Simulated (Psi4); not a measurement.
**wB97M-V/def2-SVP (core potential) run of AlSbH3F (SMILES [F][AlH][SbH2])**

Aim: the vertical ionisation energy of AlSbH3F at wB97M-V/def2-SVP (core potential), from 2 runs. 

Program for the calculation: Psi4 1.11.

## 1. The system as given

AlSbH3F: 6 atoms, total charge 0, spin state singlet. As SMILES, `[F][AlH][SbH2]`. Geometry: relaxed at PBE0-D4/def2-TZVP. This is one conformer, not always the lowest.

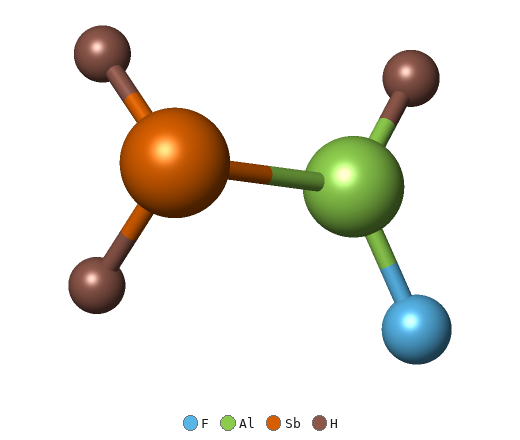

Viewed from a chosen angle; fluorine blue, aluminium green, antimony orange, hydrogen brown.

## 2. A single-point energy at wB97M-V/def2-SVP (core potential)

The input, input.json:

```json
{
  "schema_name": "qcschema_input",
  "schema_version": 1,
  "molecule": {
    "schema_name": "qcschema_molecule",
    "schema_version": 2,
    "symbols": ["F", "Al", "Sb", "H", "H", "H"],
    "geometry": [-2.10628874, -3.08478893, 2.38540129, -0.63513695, -1.96399236, -0.13190288, 2.41866047, 1.89671811, 0.63268031, -1.1240091, -3.40282983, -2.70552089, 1.59133837, 3.00844399, -2.28637964, -0.06500658, 3.42588449, 2.01841647],
    "molecular_charge": 0,
    "molecular_multiplicity": 1,
    "fix_symmetry": "c1"
  },
  "driver": "energy",
  "model": {
    "method": "wb97m-v",
    "basis": "def2-SVP"
  },
  "keywords": {
    "puream": true,
    "e_convergence": 1e-09,
    "d_convergence": 1e-08,
    "scf_type": "pk",
    "dft_radial_points": 99,
    "dft_spherical_points": 590
  }
}
```

On the command line:

```
psi4 --qcschema input.json -n 1 --memory 1600MB
```

stdout, cut to the lines that bear on the results:

```text
[...]
    !!!  WARNING: ECP capability is in beta. Please check occupations closely.  !!!
[...]
  Running in c1 symmetry.
[...]
  Nuclear repulsion =  158.063166354978847
[...]
  Multiplicity = 1
[...]
  Nalpha       = 24
  Nbeta        = 24
[...]
    Number of basis functions: 73
[...]
   @RKS iter   1:  -584.03590524983406   -2.45811e+00   6.61101e-03 ADIIS/DIIS
[...]
   @RKS iter  11:  -584.13722490826558   -1.21645e-11   8.33526e-09 DIIS
[...]
    Orbital Energies [Eh]
    ---------------------
    Doubly Occupied:
       1A    -56.330927     2A    -24.870487     3A     -5.866836
       4A     -4.322063     5A     -4.084312     6A     -4.081906
       7A     -4.079036     8A     -2.842277     9A     -2.837290
      10A     -2.834851    11A     -1.415695    12A     -1.414110
      13A     -1.411645    14A     -1.410062    15A     -1.408434
      16A     -1.249520    17A     -0.691173    18A     -0.569574
      19A     -0.516440    20A     -0.513868    21A     -0.460926
      22A     -0.435527    23A     -0.384624    24A     -0.332038
[...]
  @RKS Final Energy:  -584.13722490826558
   => Energetics <=
    Nuclear Repulsion Energy =            158.0631663549788470
    One-Electron Energy =               -1213.5452275562390696
    Two-Electron Energy =                 507.2751157273337412
    DFT Exchange-Correlation Energy =     -36.1218712417563026
    Empirical Dispersion Energy =           0.0000000000000000
    VV10 Nonlocal Energy =                  0.1915918074171111
    Total Energy =                       -584.1372249082655799
[...]
 Multipole Moments:
 ------------------------------------------------------------------------------------
     Multipole            Electronic (a.u.)      Nuclear  (a.u.)        Total (a.u.)
 ------------------------------------------------------------------------------------
 L = 1.  Multiply by 2.5417464519 to convert [e a0] to [Debye]
 Dipole X            :         37.9971162          -37.7624762            0.2346400
 Dipole Y            :         40.9066313          -40.7596495            0.1469818
 Dipole Z            :          0.8617129           -1.2287666           -0.3670538
 Magnitude           :                                                    0.4597696
[...]
```

The result, in JSON:

```text
{
 "driver": "energy",
 "model": {
  "method": "wb97m-v",
  "basis": "def2-SVP"
 },
 "success": true,
 "return_result": -584.1372249082656,
 "properties": {
  "calcinfo_nbasis": 73,
  "calcinfo_nmo": 73,
  "calcinfo_nalpha": 24,
  "calcinfo_nbeta": 24,
  "calcinfo_natom": 6,
  "nuclear_repulsion_energy": 158.06316635497885,
  "return_energy": -584.1372249082656,
  "scf_one_electron_energy": -1213.545227556239,
  "scf_two_electron_energy": 507.27511572733374,
  "scf_vv10_energy": 0.1915918074171111,
  "scf_xc_energy": -36.1218712417563,
  "scf_dipole_moment": [0.23463998421016186, 0.14698181294895107, -0.3670537631985076],
  "scf_total_energy": -584.1372249082656,
  "scf_iterations": 11
 }
}
```

Wall time 75 s (1 thread of Intel Xeon Platinum 8488C (Sapphire Rapids), shared host); peak memory 0.97 GiB.

## 3. The doublet cation

The input, input.dat:

```
memory 1.6 GB

molecule system {
  1 2
  F
  Al 1 1.652973
  Sb 2 2.636097 1 116.30227
  H 2 1.58159 1 116.37019 3 177.39073
  H 3 1.709931 2 88.34004 4 36.8447
  H 3 1.708777 5 91.59395 2 -87.73794
  symmetry c1
}

set {
  basis def2-SVP
  reference uks
  puream true
  e_convergence 1e-09
  d_convergence 1e-08
  scf_type pk
  dft_radial_points 99
  dft_spherical_points 590
  maxiter 200
}

energy("wb97m-v")
print_variables()
```

On the command line:

```
psi4 input.dat output.dat -n 1
```

output.dat, cut to the lines that bear on the results:

```text
[...]
    !!!  WARNING: ECP capability is in beta. Please check occupations closely.  !!!
[...]
  Running in c1 symmetry.
[...]
  Nuclear repulsion =  158.063161891756238
[...]
  Multiplicity = 2
[...]
  Nalpha       = 24
  Nbeta        = 23
[...]
    Number of basis functions: 73
[...]
   @UKS iter   1:  -583.71815189685367   -2.14055e+00   5.97870e-03 ADIIS/DIIS
[...]
   @UKS iter  15:  -583.79879983881597   -8.75389e-12   6.12784e-09 DIIS
[...]
   @S^2 Observed:                7.588818410E-01
[...]
    Orbital Energies [Eh]
    ---------------------
    Alpha Occupied:
       1A    -56.560074     2A    -25.058233     3A     -6.126959
       4A     -4.549645     5A     -4.347873     6A     -4.340475
       7A     -4.337480     8A     -3.068913     9A     -3.066124
      10A     -3.062222    11A     -1.679091    12A     -1.676052
      13A     -1.673409    14A     -1.669078    15A     -1.666086
      16A     -1.433974    17A     -0.941265    18A     -0.758307
      19A     -0.702393    20A     -0.694529    21A     -0.672361
      22A     -0.657792    23A     -0.616290    24A     -0.584930
    Alpha Virtual:
      25A     -0.184449    26A     -0.157401    27A     -0.148391
[...]
  @UKS Final Energy:  -583.79879983881597
   => Energetics <=
    Nuclear Repulsion Energy =            158.0631618917562378
    One-Electron Energy =               -1202.4850792621391520
    Two-Electron Energy =                 496.4222071348115151
    DFT Exchange-Correlation Energy =     -35.9884581278691655
    Empirical Dispersion Energy =           0.0000000000000000
    VV10 Nonlocal Energy =                  0.1893685246246894
    Total Energy =                       -583.7987998388159667
[...]
 Multipole Moments:
 ------------------------------------------------------------------------------------
     Multipole            Electronic (a.u.)      Nuclear  (a.u.)        Total (a.u.)
 ------------------------------------------------------------------------------------
 L = 1.  Multiply by 2.5417464519 to convert [e a0] to [Debye]
 Dipole X            :          2.9902953           -3.0790242           -0.0887289
 Dipole Y            :        -45.4559054           45.7404691            0.2845636
 Dipole Z            :         32.2947963          -31.4196284            0.8751679
 Magnitude           :                                                    0.9245367
[...]
```

It took 99 s on 1 thread of Intel Xeon Platinum 8488C (Sapphire Rapids), shared host; peak memory 0.97 GiB.

## 4. Results

At wB97M-V/def2-SVP (core potential):

| quantity | value |
| --- | --- |
| singlet AlSbH3F: total energy | -584.13722 Eh |
| singlet AlSbH3F: dipole moment | 1.17 D |
| singlet AlSbH3F: HOMO energy | -9.04 eV |
| singlet AlSbH3F: LUMO energy | 0.35 eV |
| singlet AlSbH3F: HOMO–LUMO gap | 9.39 eV |
| doublet cation: total energy | -583.79880 Eh |
| doublet cation: HOMO energy (highest over α and β) | -15.92 eV |
| doublet cation: LUMO energy (lowest over α and β) | -9.41 eV |
| doublet cation: ⟨S²⟩ | 0.759 |
| vertical ionisation energy (to the doublet cation) | 9.209 eV |

What this shows: Removing an electron at fixed nuclei costs 9.21 eV (212 kcal/mol). −ε(HOMO) before ionisation, 9.04 eV, is 0.17 eV below this ionisation energy.
